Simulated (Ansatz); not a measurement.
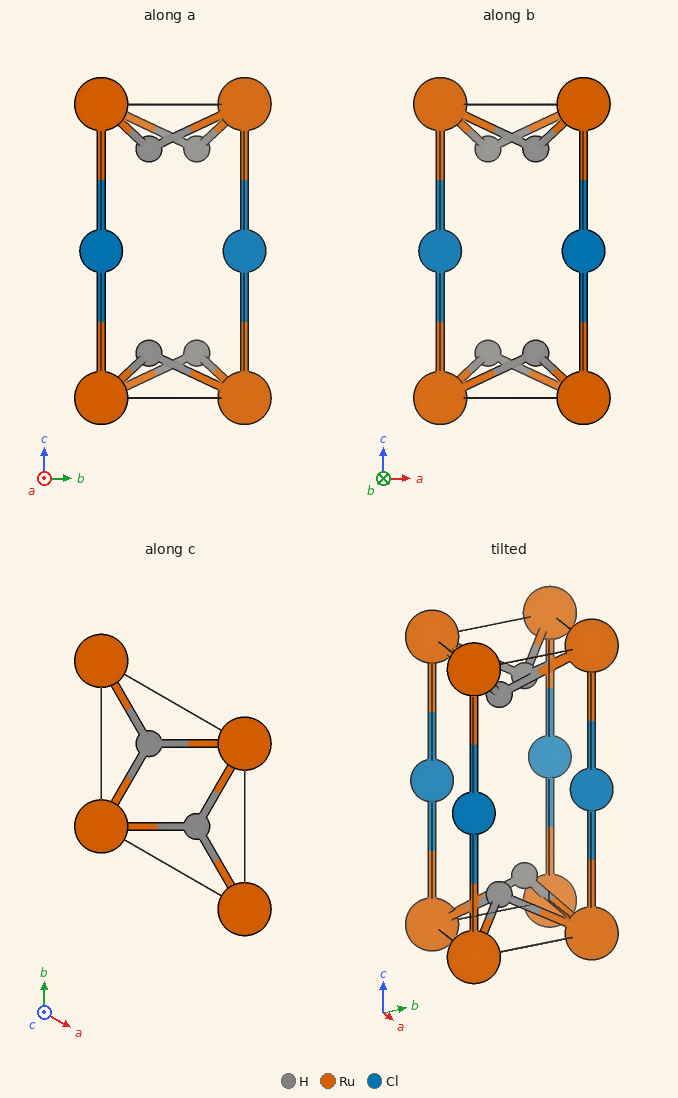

The image is a ball-and-stick drawing of a crystal, viewed along the a axis, along the b axis, along the c axis and slightly off an axis. Atoms at the boundary of the conventional unit cell (the box) are drawn once for each face, edge or corner they touch.

Lattice parameters: a = 3.098 Å, b = 3.098 Å, c = 5.500 Å, α = 90.00°, β = 90.00°, γ = 120.00°.

**Express the structure as a table of Wyckoff sites, with free fractional coordinates to two decimals.**

Space group P6/mmm (No. 191).
```tsv
atom	site	x	y	z
H	4h	0.3333	0.6667	0.85
Ru	1a	0.00	0.00	0.00
Cl	1b	0.00	0.00	0.50
```

Origin of the cell: a structure type filled with these elements by a generator (whether the compound takes this form wasn't checked). It is drawn as it came out of a relaxation with DFT PBE, scalar-relativistic, plane waves, PAW in Ansatz 0.2.0.
